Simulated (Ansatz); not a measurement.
# Geometry relaxation of AlBH$_{4}$ClOF

- system: AlBH$_{4}$ClOF
- method: RKS PBE0-D4/6-31G* (Ansatz 0.2.0)

The input holds or restrains some coordinates. Forces given for the steps count only the free coordinates. It belongs to a series of runs on one base structure; here: pulled along the bonds that form and break, towards end B.

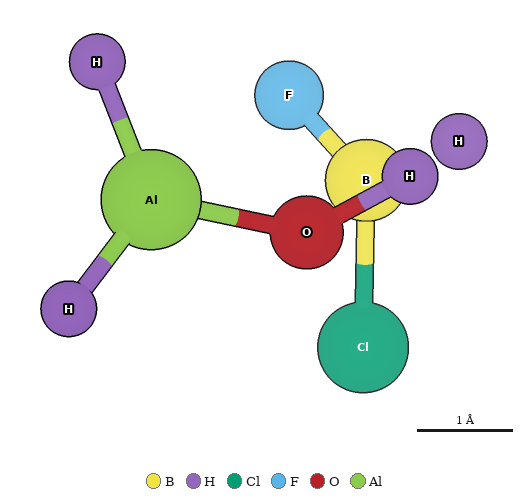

**Figure 1.** The input geometry (ball-and-stick view, seen at a tilt). Sticks mark near contacts. Bond lengths as drawn: Al–H 1.56 Å, Al–O 1.78 Å, B–Cl 1.86 Å, B–F 1.32 Å and H–O 1.26 Å.

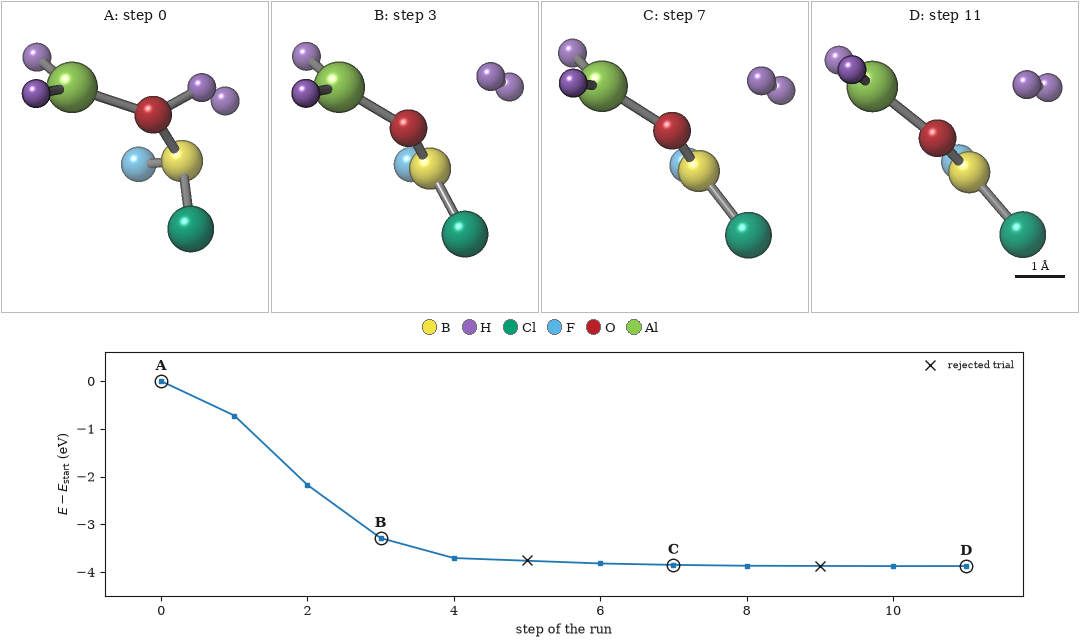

**Figure 2.** Frames of the restrained relaxation (ball-and-stick view, seen at a tilt) above the curves, on which the letters mark them (the first geometry is step 0 here and step 1 in the log).

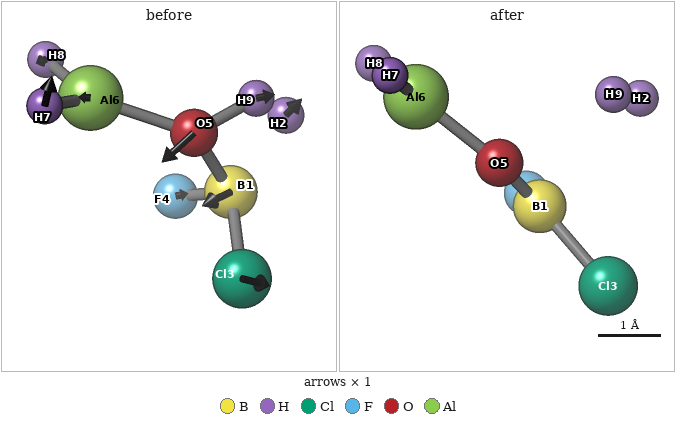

**Figure 3.** Before (left) and after (right) the restrained relaxation, at one scale (ball-and-stick view, seen at a tilt). The black arrows give the displacements, at true length. The largest move after the best rigid fit is that of O5, 0.72 Å. By element the largest moves are O 0.72 Å, Cl 0.64 Å, B 0.62 Å, H 0.52 Å, F 0.22 Å, Al 0.20 Å. Distances before and after: O5–H9 1.255 → 2.221 Å, B1–O5 1.710 → 1.367 Å, H2–H9 0.861 → 0.709 Å, B1–Cl3 1.860 → 1.763 Å. Among the angles that change: Cl3–B1–O5 88.6° → 120.3°, B1–O5–Al6 125.0° → 138.5°, F4–B1–O5 109.9° → 122.2°. After 11 geometry steps the energy has fallen by 3.873 eV. Largest force component: 4.4 eV/Å at the start, 1.4 eV/Å at the end. The line search rejected the trial steps at points 5, 9 (counted from 0) and went back. (Atoms are counted from 1 in the order of the input.)

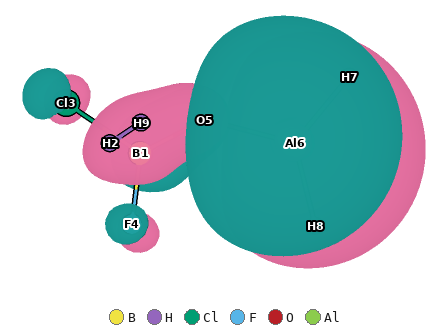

**Figure 4.** The LUMO at ±0.05 Å⁻³ᐟ² (teal and pink are the two phases), seen from the side. By Hirshfeld shares it lies mainly on Al6 (75 %). Its energy is −1.63 eV.

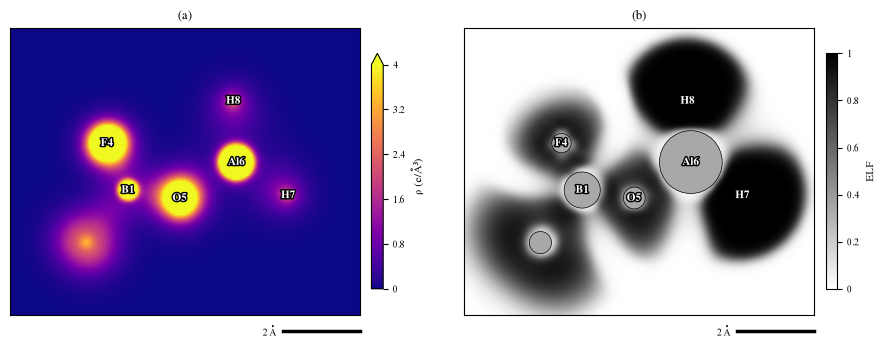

**Figure 5.** (a) electron density; (b) ELF on the plane of atoms H7, Al6 and H8. Grey discs, where drawn, cover atomic cores. Atoms in the plane: B, F, O, Al and H. B–F (1.33 Å): ρ at the midpoint is about 2.2 e/Å³; the ELF peaks at about 0.85 between the atoms, which marks a shared but strongly polarised pair. Al–O (1.73 Å): ρ at the midpoint is about 0.76 e/Å³; the ELF peaks at about 0.85 in the valence shell of O, 0.6 Å from its nucleus, and is about 0.40 at the midpoint. Al–H (1.58 Å): ρ is about 0.55 e/Å³ halfway; the ELF climbs to about 1 towards the hydrogen, as it does in any bond to H.

The input that produced these results follows, with the program's output.

## Input
```yaml
crystal:
  periodic: [false, false, false]
  atoms:
    - { symbol: B, position_ang: [0.0, 0.0, 0.0] }
    - { symbol: H, position_ang: [0.0, 0.0, 1.54] }
    - { symbol: Cl, position_ang: [1.6108, 0.0, -0.93] }
    - { symbol: F, position_ang: [-1.1431, 0.0, -0.66] }
    - { symbol: O, position_ang: [0.3597, -1.5824, 0.5392] }
    - { symbol: Al, position_ang: [-0.5035, -3.0545, 0.0327] }
    - { symbol: H, position_ang: [0.2998, -4.3239, -0.3878] }
    - { symbol: H, position_ang: [-2.0631, -3.0751, 0.0093] }
    - { symbol: H, position_ang: [0.1909, -0.8399, 1.537] }
basis:
  gaussian: { orbitals: "6-31G*" }
hamiltonian:
  xc: pbe0
  dispersion: d4
relax:
  f_tol: 0.15
  max_steps: 25
  restrain:
    - { distance: [0, 4], at: 1.41, k: 30.0 }
    - { distance: [8, 1], at: 0.66, k: 30.0 }
    - { distance: [0, 1], at: 2.39, k: 30.0 }
    - { distance: [8, 4], at: 2.21, k: 30.0 }
output:
  orbitals: {}
```

Command:
```bash
ansatz run input.yaml --threads 2 --pin off --max-ram 3072MiB --backend cpu --events-out ev --progress --plain --runs-dir out
```

## Output
```
The last accepted step is kept in [file] (removed where the run ends without a failure and the disk answers)
Engine: ansatz 0.2.0, aarch64-unknown-linux-gnu
Functional definition: PBE0
  parameter a = 0.25
  parameter kappa = 0.804
  parameter beta = 0.06672455060314922
  exchange = (1 - a)*pbe_x(kappa = kappa, mu = beta*pi^2/3) + a*exact_x
  correlation = pbe_c(beta = beta)
937 factors; integrals over basis functions are off by at most 5.8e-4 eV
mean field evaluation 1: about -24605.8126 eV, gradient 5.4e1 eV
mean field evaluation 2: about -24585.4183 eV, gradient 1.1e2 eV
mean field evaluation 4: about -24611.0568 eV, gradient 7.2e0 eV
mean field evaluation 8: about -24611.1607 eV, gradient 4.8e-2 eV
mean field evaluation 16: about -24611.1607 eV, gradient 6.6e-5 eV
mean field -24611.16068102 eV, -904.4434729836 hartree, gradient 6.6e-5 eV, S^2 0.000000; 0 other end points of the search recorded, 0 dependent functions left out
the calculation of the forces begins
reference -24611.16071467 eV, -904.4434742204 hartree; 28, 28 occupied and 63, 63 virtual orbitals, 937 factors
relax step   1: F+E_penalty+E_count = -24611.32666076 eV  Δ(F+E_penalty+E_count) = +0.000e0 eV  max|allowed force component| = 4.387e0 eV/Å  E_restraint = 26.47155820 eV  max|allowed force component, restraints' pulls added| = 2.516e1 eV/Å  Δτ_max = 0.0000 Å  (26 SCF iters, accepted)
  distance B 0 - O 4 = 1.7100 Å
  distance H 8 - H 1 = 0.8613 Å
  distance B 0 - H 1 = 1.5400 Å
  distance H 8 - O 4 = 1.2552 Å
these checks for a lower state are left out or cut short: starts, cluster_reference, orbital_swaps, neighbouring_geometries, increment
937 factors; integrals over basis functions are off by at most 5.8e-4 eV
mean field -24611.87806300 eV, -904.4698362851 hartree, gradient 8.2e-6 eV, S^2 0.000000; 0 other end points of the search recorded, 0 dependent functions left out
[... from here on the field's lines of each further geometry are left out, up to the last ...]
relax step   2: F+E_penalty+E_count = -24612.04795553 eV  Δ(F+E_penalty+E_count) = -7.213e-1 eV  max|allowed force component| = 6.530e0 eV/Å  E_restraint = 11.43743795 eV  max|allowed force component, restraints' pulls added| = 1.894e1 eV/Å  Δτ_max = 0.1949 Å  (36 SCF iters, accepted)
relax step   3: F+E_penalty+E_count = -24613.50202889 eV  Δ(F+E_penalty+E_count) = -1.454e0 eV  max|allowed force component| = 5.787e0 eV/Å  E_restraint = 2.88373162 eV  max|allowed force component, restraints' pulls added| = 9.872e0 eV/Å  Δτ_max = 0.1950 Å  (34 SCF iters, accepted)
relax step   4: F+E_penalty+E_count = -24614.61479215 eV  Δ(F+E_penalty+E_count) = -1.113e0 eV  max|allowed force component| = 2.107e0 eV/Å  E_restraint = 0.21441776 eV  max|allowed force component, restraints' pulls added| = 2.704e0 eV/Å  Δτ_max = 0.1948 Å  (34 SCF iters, accepted)
relax step   5: F+E_penalty+E_count = -24615.03258690 eV  Δ(F+E_penalty+E_count) = -4.178e-1 eV  max|allowed force component| = 2.061e0 eV/Å  E_restraint = 0.07634151 eV  max|allowed force component, restraints' pulls added| = 1.594e0 eV/Å  Δτ_max = 0.1943 Å  (28 SCF iters, accepted)
relax step   6: F+E_penalty+E_count = -24615.07163179 eV  Δ(F+E_penalty+E_count) = -3.904e-2 eV  max|allowed force component| = 2.254e0 eV/Å  E_restraint = 0.19477343 eV  max|allowed force component, restraints' pulls added| = 2.497e0 eV/Å  Δτ_max = 0.1942 Å  (29 SCF iters, rejected (line search))
relax step   7: F+E_penalty+E_count = -24615.14584260 eV  Δ(F+E_penalty+E_count) = -1.133e-1 eV  max|allowed force component| = 1.298e0 eV/Å  E_restraint = 0.07083395 eV  max|allowed force component, restraints' pulls added| = 3.773e-1 eV/Å  Δτ_max = 0.0971 Å  (28 SCF iters, accepted)
relax step   8: F+E_penalty+E_count = -24615.17601770 eV  Δ(F+E_penalty+E_count) = -3.018e-2 eV  max|allowed force component| = 1.369e0 eV/Å  E_restraint = 0.06962005 eV  max|allowed force component, restraints' pulls added| = 1.990e-1 eV/Å  Δτ_max = 0.1000 Å  (28 SCF iters, accepted)
relax step   9: F+E_penalty+E_count = -24615.19392871 eV  Δ(F+E_penalty+E_count) = -1.791e-2 eV  max|allowed force component| = 1.386e0 eV/Å  E_restraint = 0.06923533 eV  max|allowed force component, restraints' pulls added| = 1.062e-1 eV/Å  Δτ_max = 0.1499 Å  (28 SCF iters, accepted)
relax step  10: F+E_penalty+E_count = -24615.19408545 eV  Δ(F+E_penalty+E_count) = -1.567e-4 eV  max|allowed force component| = 1.330e0 eV/Å  E_restraint = 0.08078762 eV  max|allowed force component, restraints' pulls added| = 7.862e-1 eV/Å  Δτ_max = 0.1951 Å  (27 SCF iters, rejected (line search))
relax step  11: F+E_penalty+E_count = -24615.20158511 eV  Δ(F+E_penalty+E_count) = -7.656e-3 eV  max|allowed force component| = 1.348e0 eV/Å  E_restraint = 0.07250608 eV  max|allowed force component, restraints' pulls added| = 3.515e-1 eV/Å  Δτ_max = 0.0940 Å  (28 SCF iters, accepted)
the calculation of the forces begins
reference -24615.04116284 eV, -904.5860780603 hartree; 28, 28 occupied and 63, 63 virtual orbitals, 937 factors
relax step  12: F+E_penalty+E_count = -24615.19996366 eV  Δ(F+E_penalty+E_count) = +1.621e-3 eV  max|allowed force component| = 1.373e0 eV/Å  E_restraint = 0.06614668 eV  max|allowed force component, restraints' pulls added| = 3.565e-2 eV/Å  Δτ_max = 0.1000 Å  (28 SCF iters, accepted)
  distance B 0 - O 4 = 1.3670 Å
  distance H 8 - H 1 = 0.7086 Å
  distance B 0 - H 1 = 2.3986 Å
  distance H 8 - O 4 = 2.2211 Å
937 factors; integrals over basis functions are off by at most 8.6e-4 eV
mean field -24615.04112979 eV, -904.5860768456 hartree, gradient 1.5e-5 eV, S^2 0.000000; 1 other end points of the search recorded, 0 dependent functions left out
the calculation of the forces begins
reference -24615.04116284 eV, -904.5860780603 hartree; 28, 28 occupied and 63, 63 virtual orbitals, 937 factors
Total energy: -24615.19999671 eV, -904.5919150973 hartree
Atom 0 at     0.142327    -0.419170    -0.435411 Å, force     0.216611    -1.319542    -0.030682 eV/Å
Atom 1 at     0.077241     0.010920     1.923434 Å, force    -0.449853     1.372774     0.573272 eV/Å
Atom 2 at     1.520280     0.618826    -0.796472 Å, force    -0.004949     0.001705     0.002259 eV/Å
Atom 3 at    -1.065674     0.122149    -0.503249 Å, force    -0.022340    -0.001452     0.016613 eV/Å
Atom 4 at     0.331983    -1.744798    -0.160800 Å, force    -0.191084     1.086097    -0.542189 eV/Å
Atom 5 at    -0.606116    -3.195941    -0.068446 Å, force     0.012962     0.016193    -0.001842 eV/Å
Atom 6 at     0.240374    -4.521270     0.098418 Å, force    -0.008769     0.010661     0.008842 eV/Å
Atom 7 at    -2.185393    -3.101652    -0.145604 Å, force     0.003808    -0.000960    -0.011071 eV/Å
Atom 8 at     0.296479    -0.644864     1.768530 Å, force     0.443615    -1.165475    -0.015203 eV/Å
Dipole moment:    -0.227149    -0.417199     0.096247 e Å
```

## Trajectory as extended XYZ (Å, eV, eV/Å), 12 frames, from step=1 to step=12
```
9
Properties=species:S:1:pos:R:3:forces:R:3 step=1 energy=-24611.32666
B     0.0000    0.0000    0.0000    2.4802  -4.3873   0.7469
H     0.0000    0.0000    1.5400   -0.7187   4.1104  -0.6962
Cl    1.6108    0.0000   -0.9300   -0.9372   1.9393   0.2883
F    -1.1431    0.0000   -0.6600   -0.1033   0.9863   0.4848
O     0.3597   -1.5824    0.5392   -1.4470  -0.8636   0.4548
Al   -0.5035   -3.0545    0.0327    0.3944   0.6825   0.1752
H     0.2998   -4.3239   -0.3878    0.3233  -0.2372  -0.0248
H    -2.0631   -3.0751    0.0093   -0.4166   0.1038   0.0515
H     0.1909   -0.8399    1.5370    0.4249  -2.3343  -1.4803
9
Properties=species:S:1:pos:R:3:forces:R:3 step=2 energy=-24612.04796
B     0.0338   -0.1210   -0.1263    2.1886  -6.5296  -0.4819
H    -0.0015    0.0280    1.7329   -0.2182   1.4477   0.5580
Cl    1.6257    0.0287   -0.9520   -0.6305   2.2120   0.1148
F    -1.1564    0.0121   -0.6724    0.3461   1.2628   0.7905
O     0.3606   -1.6167    0.3949   -1.7801   0.9378  -0.9570
Al   -0.5125   -3.0715    0.0234    0.3352   0.6104  -0.1034
H     0.3049   -4.3293   -0.3888    0.3023  -0.3993   0.0283
H    -2.0704   -3.0739    0.0099   -0.5045   0.0266   0.0670
H     0.1673   -0.7323    1.6588   -0.0391   0.4316  -0.0165
9
Properties=species:S:1:pos:R:3:forces:R:3 step=3 energy=-24613.50203
B     0.0676   -0.2708   -0.2465    1.1079  -5.7872  -0.6315
H    -0.0061    0.0465    1.8629   -0.6113   2.8243   0.8862
Cl    1.6279    0.0613   -0.9558    0.2718   2.3333  -0.4646
F    -1.1540    0.0311   -0.6611    0.7417   0.9021   0.7071
O     0.3519   -1.6377    0.2459   -1.5232   2.3032  -0.4898
Al   -0.5146   -3.0734    0.0172   -0.3009  -0.4494  -0.3840
H     0.3079   -4.3343   -0.3881    0.2714  -0.3507   0.0837
H    -2.0764   -3.0740    0.0109   -0.4281   0.0202   0.1262
H     0.1472   -0.6245    1.7950    0.4707  -1.7957   0.1668
9
Properties=species:S:1:pos:R:3:forces:R:3 step=4 energy=-24614.61479
B     0.0983   -0.4224   -0.3649    0.1082  -1.6420  -0.6835
H    -0.0205    0.1050    1.9416   -0.5031   2.1072   0.4047
Cl    1.6458    0.1404   -0.9700    0.0043   1.6034  -0.4027
F    -1.1319    0.0538   -0.6329    1.3017   0.1413   0.3879
O     0.3244   -1.6594    0.1344   -0.5886   0.8341   0.2027
Al   -0.5315   -3.0963    0.0016   -0.6135  -1.1104  -0.4164
H     0.3169   -4.3485   -0.3840    0.2098  -0.3139   0.1141
H    -2.0933   -3.0760    0.0162   -0.3646   0.0004   0.1561
H     0.1434   -0.5724    1.9383    0.4457  -1.6200   0.2371
9
Properties=species:S:1:pos:R:3:forces:R:3 step=5 energy=-24615.03259
B     0.1322   -0.4725   -0.4364    0.8078  -1.5136   0.8774
H    -0.0343    0.1544    1.8853   -0.2468   0.8734   0.2408
Cl    1.6553    0.3316   -0.9372   -0.8707   0.0604   0.0295
F    -1.0608    0.1122   -0.5625    0.7787  -0.2025  -0.1193
O     0.3026   -1.7336    0.1141   -0.3000   2.0615  -1.2854
Al   -0.5801   -3.1813   -0.0496   -0.2433  -0.5254  -0.1093
H     0.3204   -4.4358   -0.3531   -0.0150  -0.1777   0.0631
H    -2.1526   -3.1172    0.0422   -0.1220  -0.0638   0.0312
H     0.1687   -0.5336    1.9777    0.2115  -0.5123   0.2720
9
Properties=species:S:1:pos:R:3:forces:R:3 step=6 energy=-24615.07163 accepted=F
B     0.2060   -0.4898   -0.2905   -1.1328  -2.2537  -0.3200
H    -0.0231    0.3218    1.9796   -0.0176   0.1390   0.1471
Cl    1.5386    0.3719   -0.9180    1.4106   0.8126  -0.1917
F    -0.9831    0.0667   -0.5152   -0.2047  -0.0239   0.3938
O     0.3188   -1.8015    0.1038   -0.1167   1.2876  -0.4702
Al   -0.6048   -3.2402   -0.1741    0.0582  -0.0581   0.4088
H     0.2794   -4.5465   -0.3711   -0.1062   0.0752  -0.0766
H    -2.1854   -3.1824   -0.0045    0.0795  -0.0098  -0.1358
H     0.2052   -0.3759    1.8704    0.0297   0.0310   0.2446
9
Properties=species:S:1:pos:R:3:forces:R:3 step=7 energy=-24615.14584
B     0.1603   -0.4634   -0.4149    0.3656  -1.2982   0.3824
H    -0.0179    0.1526    1.9008   -0.3630   1.2797   0.2549
Cl    1.6159    0.4162   -0.9101   -0.2974   0.0666   0.0466
F    -1.0295    0.1105   -0.5635    0.2937  -0.0608  -0.0196
O     0.3095   -1.7369    0.0680   -0.1788   1.2923  -0.9472
Al   -0.5892   -3.1959   -0.0628   -0.1111  -0.2570  -0.0320
H     0.2883   -4.4882   -0.2986   -0.0148  -0.0509   0.0532
H    -2.1676   -3.1393    0.0314   -0.0289  -0.0125   0.0140
H     0.1816   -0.5314    1.9301    0.3348  -0.9592   0.2478
9
Properties=species:S:1:pos:R:3:forces:R:3 step=8 energy=-24615.17602
B     0.1623   -0.4590   -0.4135    0.2438  -1.2605   0.2932
H     0.0240    0.1532    1.9024   -0.3433   1.3685   0.3272
Cl    1.5891    0.4858   -0.8436   -0.0785   0.0326   0.0154
F    -1.0280    0.1062   -0.5692    0.0755  -0.0416  -0.0143
O     0.3106   -1.7478    0.0186   -0.1457   1.1219  -0.8457
Al   -0.5976   -3.2115   -0.0695   -0.0487  -0.1232  -0.0013
H     0.2706   -4.5229   -0.2400   -0.0190  -0.0042   0.0416
H    -2.1777   -3.1441    0.0180   -0.0028  -0.0055   0.0033
H     0.1981   -0.5356    1.8772    0.3186  -1.0880   0.1805
9
Properties=species:S:1:pos:R:3:forces:R:3 step=9 energy=-24615.19393
B     0.1607   -0.4354   -0.4156    0.1206  -1.3302  -0.0326
H     0.0553    0.0962    1.9218   -0.3513   1.3860   0.4664
Cl    1.5570    0.5631   -0.8146    0.0100   0.0072   0.0526
F    -1.0391    0.1146   -0.5487    0.0068   0.0005   0.0498
O     0.3215   -1.7493   -0.0767   -0.1346   1.0371  -0.6024
Al   -0.6020   -3.2130   -0.0647    0.0147   0.0352  -0.0349
H     0.2547   -4.5430   -0.0924   -0.0117   0.0193   0.0360
H    -2.1840   -3.1253   -0.0421    0.0099  -0.0027   0.0085
H     0.2275   -0.5838    1.8133    0.3356  -1.1524   0.0566
9
Properties=species:S:1:pos:R:3:forces:R:3 step=10 energy=-24615.19408 accepted=F
B     0.1512   -0.4176   -0.4499   -0.0317  -1.3300   0.2279
H     0.0627    0.0217    1.9092   -0.3302   0.8880   0.4970
Cl    1.5247    0.6459   -0.7248    0.0920  -0.0255  -0.1086
F    -1.0573    0.1335   -0.5016    0.0733  -0.1014  -0.0886
O     0.3279   -1.7516   -0.1931   -0.2126   1.0524  -0.6496
Al   -0.6096   -3.2120   -0.0923    0.1884   0.0060   0.1748
H     0.2359   -4.5573    0.1012   -0.1221   0.2417  -0.0831
H    -2.1919   -3.1100   -0.0913    0.0284  -0.0066  -0.0669
H     0.3079   -0.6285    1.7229    0.3145  -0.7246   0.0971
9
Properties=species:S:1:pos:R:3:forces:R:3 step=11 energy=-24615.20158
B     0.1560   -0.4260   -0.4306    0.0590  -1.3477   0.0446
H     0.0495    0.0519    1.9178   -0.3949   1.1842   0.4998
Cl    1.5402    0.6009   -0.7854    0.0518   0.0141  -0.0096
F    -1.0495    0.1218   -0.5253    0.0333  -0.0305   0.0060
O     0.3283   -1.7492   -0.1305   -0.1768   1.0418  -0.5860
Al   -0.6058   -3.2079   -0.0631    0.0635   0.0489  -0.0341
H     0.2456   -4.5439    0.0012   -0.0334   0.0630   0.0232
H    -2.1878   -3.1136   -0.0789    0.0172   0.0003   0.0033
H     0.2750   -0.6096    1.7753    0.3802  -0.9740   0.0528
9
Properties=species:S:1:pos:R:3:forces:R:3 step=12 energy=-24615.19996
B     0.1423   -0.4192   -0.4354    0.2166  -1.3195  -0.0307
H     0.0772    0.0109    1.9234   -0.4499   1.3728   0.5733
Cl    1.5203    0.6188   -0.7965   -0.0049   0.0017   0.0023
F    -1.0657    0.1221   -0.5032   -0.0223  -0.0015   0.0166
O     0.3320   -1.7448   -0.1608   -0.1911   1.0861  -0.5422
Al   -0.6061   -3.1959   -0.0684    0.0130   0.0162  -0.0018
H     0.2404   -4.5213    0.0984   -0.0088   0.0107   0.0088
H    -2.1854   -3.1017   -0.1456    0.0038  -0.0010  -0.0111
H     0.2965   -0.6449    1.7685    0.4436  -1.1655  -0.0152
```

## Results in brief

```csv
quantity,value
outcome,converged under the restraints of the input
total energy,−24615.2000 eV
mean-field energy,−24615.0412 eV
"largest force (length of the vector) at the end, held atoms and coordinates included",1.554 eV/Å
hardware,"2 threads of Arm Neoverse V2, 24 GiB of memory available, shared host"
wall time,33 s (CPU time 64 s)
peak memory,0.19 GiB
```
